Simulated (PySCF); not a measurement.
I2Si, SMILES I[Si]I, B3LYP/def2-SVP optimised geometry. Atoms within 1.6 Å of the plane z = 0.8 Å (x, y, z in Å): Si1 (-0.94, -1.22, 0.00), I2 (-1.57, 1.22, 0.00), I3 (1.57, -1.22, 0.00).

Level of theory: B3LYP/def2-TZVP, def2 effective core potentials past Kr (PySCF). The core electrons that the potentials of I replace are not part of the density.

Map of the electrostatic potential (hartree/e), clipped to [-0.08, 0.12] on the plane z = 0.8 Å:

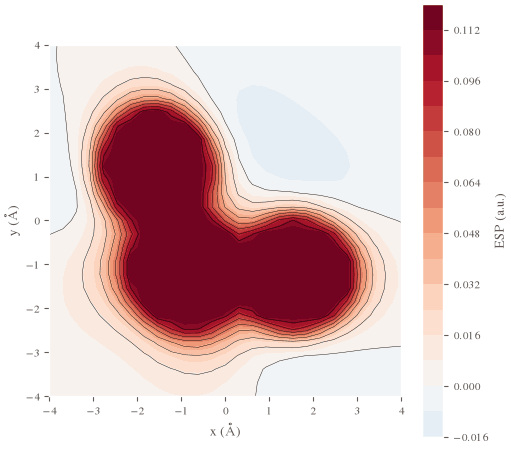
Figure. Electrostatic potential (hartree/e), clipped to [-0.08, 0.12] on the plane z = 0.8 Å.
